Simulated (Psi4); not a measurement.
# PBE/def2-TZVPD (core potential, sweep point 6) run of ZrO (SMILES [O][Zr])

What is the vertical ionisation energy of ZrO at PBE/def2-TZVPD (core potential, sweep point 6)? 

Program for the calculation: Psi4 1.11.

7 further runs of the same task are left out: 3 that didn't finish, 4 set aside as unsound or not needed.

## Step 1: The molecule

The species is ZrO (2 atoms), meant as a singlet with charge 0. As SMILES, `[O][Zr]`. The bond length is the measured one.

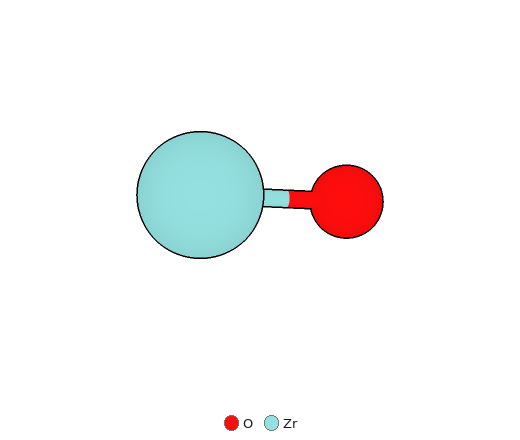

Viewed from a chosen angle; oxygen red, zirconium light teal.

## Step 2: The energy at PBE/def2-TZVPD (core potential, sweep point 6)

input.dat

```
memory 1600 mb

molecule molecule1 {
  O      0.00000000     0.00000000     0.00000000
  Zr     0.00000000     0.00000000     3.23445523
  units au
  symmetry c1
}

set basis def2-TZVPD
set puream true
set scf_type pk
set dft_radial_points 99
set dft_spherical_points 590

E, wfn = energy("pbe", return_wfn=True)
print_variables()
```

Command:

```
$ psi4 input.dat output.dat -n 1
```

output.dat:

```text
[...]
    !!!  WARNING: ECP capability is in beta. Please check occupations closely.  !!!
[...]
  Running in c1 symmetry.
[...]
  Nuclear repulsion =   29.680423185205132
[...]
  Multiplicity = 1
[...]
  Nalpha       = 10
  Nbeta        = 10
[...]
    Number of basis functions: 80
[...]
   @RKS iter   1:  -121.68229423865593    2.10667e-01   1.37384e-02 ADIIS/DIIS
[...]
   @RKS iter  13:  -122.21929111930700   -7.38048e-09   1.61483e-07 DIIS
[...]
    Orbital Energies [Eh]
    ---------------------
    Doubly Occupied:
       1A    -18.767929     2A     -2.068716     3A     -1.258607
       4A     -1.243739     5A     -1.243739     6A     -0.799204
       7A     -0.321150     8A     -0.321150     9A     -0.314429
      10A     -0.168785
[...]
  @RKS Final Energy:  -122.21929111930700
   => Energetics <=
    Nuclear Repulsion Energy =             29.6804231852051323
    One-Electron Energy =                -240.6490701506370726
    Two-Electron Energy =                 103.0311056402283612
    DFT Exchange-Correlation Energy =     -14.2817497941034297
    Empirical Dispersion Energy =           0.0000000000000000
    VV10 Nonlocal Energy =                  0.0000000000000000
    Total Energy =                       -122.2192911193070017
[...]
 Multipole Moments:
 ------------------------------------------------------------------------------------
     Multipole            Electronic (a.u.)      Nuclear  (a.u.)        Total (a.u.)
 ------------------------------------------------------------------------------------
 L = 1.  Multiply by 2.5417464519 to convert [e a0] to [Debye]
 Dipole X            :          0.0000006            0.0000000            0.0000006
 Dipole Y            :          0.0000007            0.0000000            0.0000007
 Dipole Z            :         17.0105851          -16.1050989            0.9054862
 Magnitude           :                                                    0.9054862
[...]
```

Wall time 5.4 s (1 thread of Intel Xeon 6975P-C (Granite Rapids), shared host); peak memory 0.53 GiB.

## Step 3: The doublet cation, same level

calc.dat

```
memory 1600 mb

molecule system {
  1 2
  O      0.00000000     0.00000000     0.00000000
  Zr     0.00000000     0.00000000     3.23445523
  units au
  symmetry c1
}

set globals {
  reference uks
  puream true
  scf_type pk
  dft_radial_points 99
  dft_spherical_points 590
  maxiter 150
}

energy_value, wavefunction = energy('pbe/def2-TZVPD', return_wfn=True)
```

Command:

```
$ psi4 -i calc.dat -o calc.out -n 1
```

calc.out:

```text
[...]
    !!!  WARNING: ECP capability is in beta. Please check occupations closely.  !!!
[...]
  Running in c1 symmetry.
[...]
  Nuclear repulsion =   29.680423185205132
[...]
  Multiplicity = 2
[...]
  Nalpha       = 10
  Nbeta        = 9
[...]
    Number of basis functions: 80
[...]
   @UKS iter   1:  -121.45995537146391    4.33006e-01   1.39764e-02 ADIIS/DIIS
[...]
   @UKS iter  14:  -121.97111132358536   -8.01126e-08   8.57060e-07 DIIS
[...]
   @S^2 Observed:                7.548754851E-01
[...]
    Orbital Energies [Eh]
    ---------------------
    Alpha Occupied:
       1A    -18.949033     2A     -2.236801     3A     -1.440353
       4A     -1.417369     5A     -1.413353     6A     -0.976276
       7A     -0.500722     8A     -0.499169     9A     -0.492650
      10A     -0.361489
    Alpha Virtual:
      11A     -0.350798    12A     -0.330513    13A     -0.281892
      14A     -0.281470    15A     -0.236618    16A     -0.188726
      17A     -0.186369    18A     -0.110049    19A     -0.082838
      20A     -0.044816    21A     -0.044500    22A     -0.042472
      23A     -0.040008    24A     -0.037856    25A     -0.029528
[...]
  @UKS Final Energy:  -121.97111132358536
   => Energetics <=
    Nuclear Repulsion Energy =             29.6804231852051323
    One-Electron Energy =                -237.0398116624789111
    Two-Electron Energy =                  99.6597276390758822
    DFT Exchange-Correlation Energy =     -14.2714504853874722
    Empirical Dispersion Energy =           0.0000000000000000
    VV10 Nonlocal Energy =                  0.0000000000000000
    Total Energy =                       -121.9711113235853617
[...]
 Multipole Moments:
 ------------------------------------------------------------------------------------
     Multipole            Electronic (a.u.)      Nuclear  (a.u.)        Total (a.u.)
 ------------------------------------------------------------------------------------
 L = 1.  Multiply by 2.5417464519 to convert [e a0] to [Debye]
 Dipole X            :          0.0000053            0.0000000            0.0000053
 Dipole Y            :         -0.0000040            0.0000000           -0.0000040
 Dipole Z            :         18.3406075          -16.1050989            2.2355085
 Magnitude           :                                                    2.2355085
[...]
```

It took 7.5 s on 1 thread of Intel Xeon 6975P-C (Granite Rapids), shared host; peak memory 0.53 GiB.

## Step 4: Outcome

Level: PBE/def2-TZVPD (core potential, sweep point 6).

| quantity | value |
| --- | --- |
| singlet ZrO: total energy | -122.21929 Eh |
| singlet ZrO: dipole moment | 2.30 D |
| singlet ZrO: HOMO energy | -4.59 eV |
| singlet ZrO: LUMO energy | -4.30 eV |
| singlet ZrO: HOMO–LUMO gap | 0.30 eV |
| doublet cation: total energy | -121.97111 Eh |
| doublet cation: HOMO energy (highest over α and β) | -9.84 eV |
| doublet cation: LUMO energy (lowest over α and β) | -9.55 eV |
| doublet cation: ⟨S²⟩ | 0.755 |
| vertical ionisation energy (to the doublet cation) | 6.753 eV |

Removing an electron at fixed nuclei costs 6.75 eV (652 kJ/mol). −ε(HOMO) before ionisation, 4.59 eV, is 2.16 eV below this ionisation energy.
